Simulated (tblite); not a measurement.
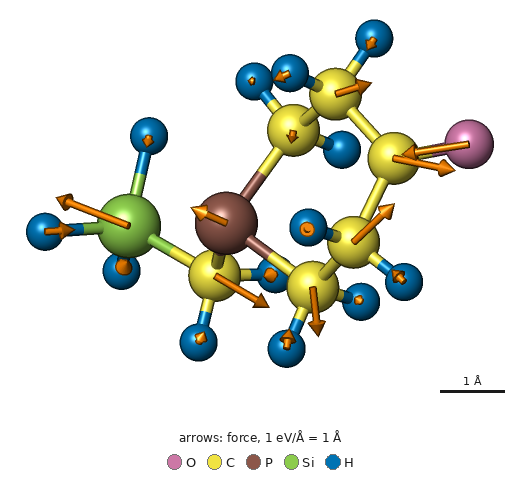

Starting geometry of C6H13OPSi with the computed forces as orange arrows. A ball-and-stick model, seen from a free direction.

Level of theory: GFN2-xTB geometry optimisation, gas phase (tblite 0.8.0). 

Q: Is this structure relaxed? If not, where do the atoms go?

A: It isn't relaxed: the largest force vector, on the Si atom, is 1.46 eV/Å. The final displacements have little in common with the starting forces (cosine between the two patterns 0.12). The energy falls by 0.117 eV in 99 geometry steps. An H atom moves most after the best rigid fit: 0.32 Å. By element the largest moves are H 0.32 Å, O 0.22 Å, Si 0.13 Å, C 0.11 Å, P 0.11 Å. Near-neighbour distances that change, for instance: C–Si 1.862 → 1.906 Å, H–Si 1.490 → 1.465 Å, C–P 1.843 → 1.865 Å, C–C 1.534 → 1.512 Å. Among the angles between lasting bonds that change: C–C–H 112.9° → 109.3°, H–Si–H 108.0° → 110.8°, C–Si–H 111.4° → 109.2°.
